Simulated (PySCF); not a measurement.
**TiO₂: singlet, from a bent start**

Where does singlet TiO₂ go from a bent start, is the end point a minimum, and what are its modes, charges and moments?

The runs use PySCF 2.14.0; PBE0, basis Ti def2-TZVP, O def2-TZVP, no relativity, density fitting.

### 1 The starting structure

3 atoms, charge 0, spin multiplicity 1.

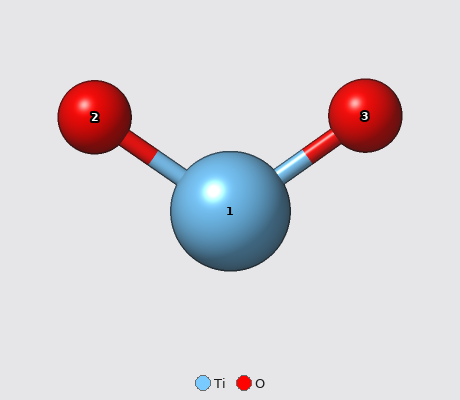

As it starts; titanium blue, oxygen red; atoms are numbered from 1 in the order of the file.

Coordinates in bohr (charge 0 multiplicity 1):
```
Ti    0.0000    0.0000    0.0000
O     2.6934    0.0000    1.8859
O    -2.6934    0.0000    1.8859
```

### 2 Finding the electronic state

One driver script runs all steps and calls PySCF; scf.py shows how it sets up the SCF of each step. The optimiser is the driver's own. After this first run the driver tries any further starts and a stability analysis.

scf.py

```python
from pyscf import gto, scf, dft
mol = gto.M(atom='''
Ti     0.000000     0.000000     0.000000
O      1.425300     0.000000     0.998000
O     -1.425300     0.000000     0.998000''',
    basis={'Ti': 'def2-TZVP', 'O': 'def2-TZVP'},
    charge=0, spin=0)
mf = dft.RKS(mol, xc='PBE0')
mf.grids.atom_grid = (50, 194)
aux = {'Ti': 'def2-universal-JKFIT', 'O': 'def2-universal-JKFIT'}
mf = mf.density_fit(auxbasis=aux)
mf.conv_tol = 1e-08
mf.diis_space = 10
mf.max_cycle = 60
mf.init_guess = 'minao'
mf.verbose = 4
mf.kernel()
```

Launch:

```sh
$ OMP_NUM_THREADS=2 python axn.py task.json out
```

Log (excerpt; [...] marks lines left out):

```text
[... the frontier levels of the middle cycles are left out ...]
init E= -999.288355013905
  HOMO = -0.440940322690046  LUMO = -0.16220681985427  gap/eV = 7.58472
cycle= 1 E= -998.780404374808  delta_E= 0.508  |g|= 1.93  |ddm|= 2.19
  HOMO = -0.259469893258057  LUMO = -0.132400372876894  gap/eV = 3.45774
cycle= 2 E= -974.09434436333  delta_E= 24.7  |g|= 10.3  |ddm|=  4.5
  HOMO = -0.1420949932456  LUMO = -0.104207867473581  gap/eV = 1.03096
cycle= 3 E= -992.868707919942  delta_E= -18.8  |g|= 6.23  |ddm|= 2.68
cycle= 4 E= -997.064751198264  delta_E= -4.2  |g|= 4.33  |ddm|= 2.07
cycle= 5 E= -996.671062089461  delta_E= 0.394  |g|= 4.48  |ddm|= 0.366
cycle= 6 E= -997.545810490753  delta_E= -0.875  |g|= 3.78  |ddm|= 0.239
cycle= 7 E= -999.613567648008  delta_E= -2.07  |g|= 0.31  |ddm|= 1.02
cycle= 8 E= -999.627729166341  delta_E= -0.0142  |g|= 0.131  |ddm|= 0.111
cycle= 9 E= -999.630804405531  delta_E= -0.00308  |g|= 0.00969  |ddm|= 0.0535
cycle= 10 E= -999.630825613309  delta_E= -2.12e-05  |g|= 0.00166  |ddm|= 0.00627
cycle= 11 E= -999.630826456652  delta_E= -8.43e-07  |g|= 0.00071  |ddm|= 0.00175
cycle= 12 E= -999.630826644028  delta_E= -1.87e-07  |g|= 9.86e-05  |ddm|= 0.000916
cycle= 13 E= -999.630826648748  delta_E= -4.72e-09  |g|= 1.5e-05  |ddm|= 0.000173
  HOMO = -0.26659138181578  LUMO = -0.114726670789639  gap/eV = 4.13245
Extra cycle  E= -999.630826648449  delta_E= 3e-10  |g|= 5.1e-05  |ddm|= 2.99e-05
converged SCF energy = -999.630826648449
```

This step, with its further starts and checks, took 7.8 s on 2 threads of Arm Neoverse V2, shared host.

The starts that the driver tried:

```csv
start,energy (Eh)
the minimal-basis guess,-999.630827
a thermally smeared density,-999.630827
a smeared PBE density,-999.630827
```

No lower closed-shell solution turned up from the other starts or in the test of internal stability.

### 3 Bent start, singlet: relaxation

The program finds C2v symmetry in the start, which this walk keeps.

scf.py: that of step 2 with these lines changed.

```diff
@@ -3,3 +3,3 @@
-Ti     0.000000     0.000000     0.000000
-O      1.425300     0.000000     0.998000
-O     -1.425300     0.000000     0.998000''',
+Ti     0.000000     0.000000    -0.399384
+O      1.425300     0.000000     0.598616
+O     -1.425300     0.000000     0.598616''',
@@ -15 +14,0 @@
-mf.init_guess = 'minao'
```

Energy and gradient, step by step:

```csv
step,energy (Eh),change (kJ/mol),largest symmetric gradient (Eh/bohr)
0,-999.630827,0.00,0.11039
1,-999.651396,-54.00,0.00778
2,-999.651705,-54.82,0.00059
3,-999.651710,-54.83,0.00008
4,-999.651710,-54.83,0.00002
```

The walk took 6.4 s.

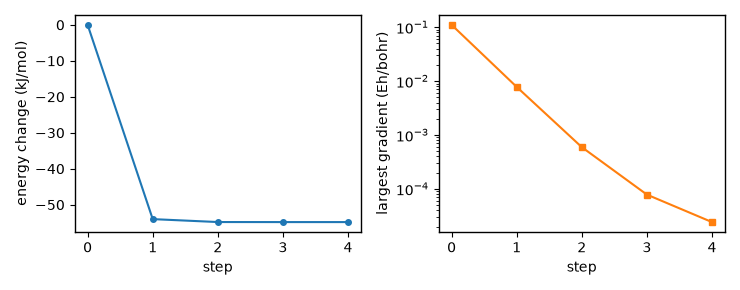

How energy and gradient fall.

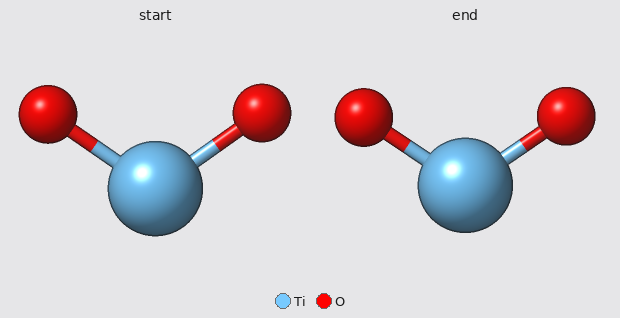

Start and end of the relaxation.

End point (C2v, 4 steps, 54.8 kJ/mol gained): Ti–O 1.628 Å (×2); O–Ti–O 111.8°.

### 4 Vibrations and properties at this point

The point is checked on the finer grid, and tightened if its gradient asks for it. The Hessian and the dipole derivatives come from central differences of analytic gradients, with steps of 0.02 bohr.

scf.py: that of step 3 with these lines changed.

```diff
@@ -3,3 +3,3 @@
-Ti     0.000000     0.000000    -0.399384
-O      1.425300     0.000000     0.598616
-O     -1.425300     0.000000     0.598616''',
+Ti    -0.000000     0.000000    -0.365521
+O      1.347712     0.000000     0.547358
+O     -1.347712     0.000000     0.547358''',
@@ -9 +9 @@
-mf.grids.atom_grid = (50, 194)
+mf.grids.atom_grid = (75, 302)
@@ -12 +12 @@
-mf.conv_tol = 1e-08
+mf.conv_tol = 1e-10
```

This SCF starts from the last density.

SCF at the final geometry:

```text
init E= -999.651793954671
  HOMO = -0.266016136398906  LUMO = -0.100848433511362  gap/eV = 4.49444
cycle= 1 E= -999.651793954672  delta_E= -9.09e-13  |g|= 5.67e-06  |ddm|= 2.66e-06
  HOMO = -0.26601710978864  LUMO = -0.100847919212729  gap/eV = 4.49448
Extra cycle  E= -999.651793954577  delta_E= 9.41e-11  |g|= 2.32e-05  |ddm|= 1.04e-05
converged SCF energy = -999.651793954577
```

The whole step took 21 s.

Geometry: C2v; Ti–O 1.628 Å (×2); O–Ti–O 111.8°.

Modes, for the most abundant isotopes:

| symmetry | ω (cm⁻¹) | IR (km/mol) | μ (u) | type |
| --- | --- | --- | --- | --- |
| a1 | 353 | 14.6 | 18.37 | bend |
| b2 | 1010 | 478 | 20.22 | stretch |
| a1 | 1060 | 43.7 | 18.54 | stretch |

Every mode is real; the point is a minimum.

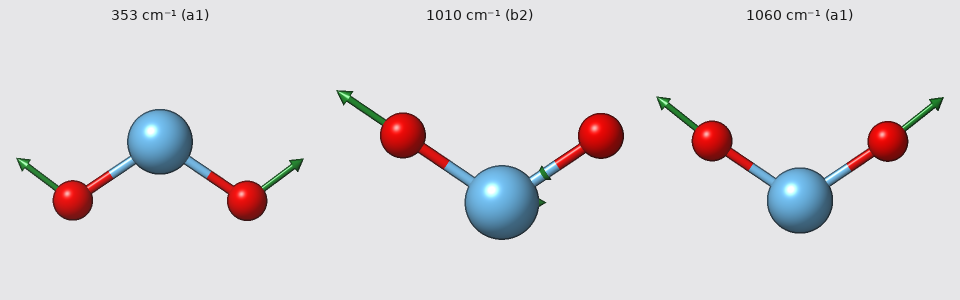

Displacements of 3 of the modes, as arrows (one member where a mode is degenerate).

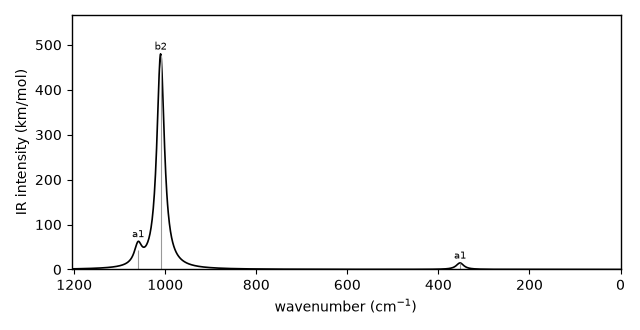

The harmonic infrared spectrum (widths in cm⁻¹). Lines are broadened to a width of 20 cm⁻¹ (Lorentzian).

Constants and moments:

```
Dipole moment                                                   : 6.82 D
Highest occupied level                                          : -7.24 eV
Lowest empty level                                              : -2.74 eV
Rotational constants                                            : 1.054, 0.2901, 0.2275 cm⁻¹
Zero-point energy                                               : 14.5 kJ/mol
Principal polarisabilities                                      : 18.2, 23.5, 44.8 bohr³
Atomisation energy without zero-point energy                    : 1237 kJ/mol
Principal traceless quadrupole moments about the centre of mass : -13.53, 6.12, 7.40 D Å
Entropy at 298.15 K and 1 bar                                   : 258.1 J/(mol K)
Heat capacity Cp at 298.15 K                                    : 42.7 J/(mol K)
Enthalpy at 298.15 K above 0 K                                  : 11.03 kJ/mol
Rotational symmetry number                                      : 2
```

Populations by atom (charges in e):

| atom | Mulliken | Löwdin | polar tensor | Mayer order to Ti1 |
| --- | --- | --- | --- | --- |
| Ti1 | 1.18 | 0.57 | 1.88 | – |
| O2,3 | -0.59 | -0.28 | -0.94 | 2.08 |

Mulliken populations on Ti1: s 6.05, p 12.22, d 2.50, f 0.05.

### 5 Stability of the closed shell

At the lowest minimum the closed shell is tested against spin polarisation, on the (50, 194) grid. It is stable.

### 6 Outcome

```
                                 quantity                             value
                                  minimum                      singlet, C2v
                                 geometry  Ti–O 1.628 Å (×2); O–Ti–O 111.8°
                       wavenumbers (cm⁻¹)    353 (a1), 1010 (b2), 1060 (a1)
                            dipole moment                            6.82 D
     highest occupied, lowest empty level                   -7.24, -2.74 eV
               polar-tensor charge of Ti1                           +1.88 e
                        zero-point energy                       14.5 kJ/mol
                      entropy at 298.15 K                   258.1 J/(mol K)
atomisation energy (no zero-point energy)                       1237 kJ/mol
```

What this shows: The molecule stays C2v, as typed, and the end point is a minimum. In the infrared the band at 1010 cm⁻¹ (b2, stretch) leads. With 6.8 D the molecule is strongly polar. Only this shape and spin were tried, so other structures or states may lie lower.

The search up to here took 38 s on 2 threads of Arm Neoverse V2, shared host.
